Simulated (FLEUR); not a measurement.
Band structure of Nb (Im-3m, 1 atom in the cell).

```
Nb
1.0
   -1.63400     1.63400     1.63400
    1.63400    -1.63400     1.63400
    1.63400     1.63400    -1.63400
Nb
1
Direct
  0.00000   0.00000   0.00000
```

Method: PBE, all-electron FLAPW (FLEUR), scalar-relativistic valence.

Settings: Kmax = 4 1/bohr; GmaxXC = 12 1/bohr; xcFunctional = pbe; jspins = 1; l_soc = F; mode = hist; fermiSmearingEnergy = 0.00183747 Htr; mesh (inpgen div1-3) = 11 11 11; inpgen gamma flag = false; Gmax = 12 1/bohr; numbands = 0; maxIterBroyd = 15; imix = Anderson; alpha = 0.05.

The starting cell has typed, rounded lattice constants, without a prior relaxation at this level. Its lattice was rescaled by a random factor within 2.5 % of one. Spin polarisation is off. Values depend on the basis (sphere radii, cutoffs, local orbitals), which need not be converged.

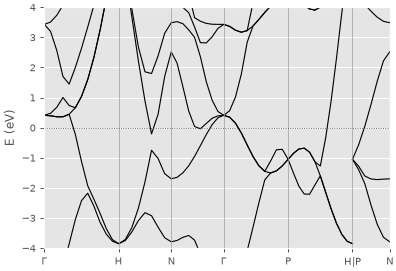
*Bands along the path, energies from the Fermi level.*

Levels in eV from the Fermi level, bands 3 to 10:
```csv
point,3,4,5,6,7,8,9,10
Γ,-29.49,-29.49,-5.90,0.41,0.41,0.41,3.43,3.43
H,-30.51,-30.51,-3.85,-3.85,5.90,5.90,5.90,9.40
N,-29.96,-29.50,-3.79,-1.70,2.51,3.49,4.19,6.72
P,-30.25,-30.25,-1.05,-1.05,-1.05,4.34,4.34,9.88
```
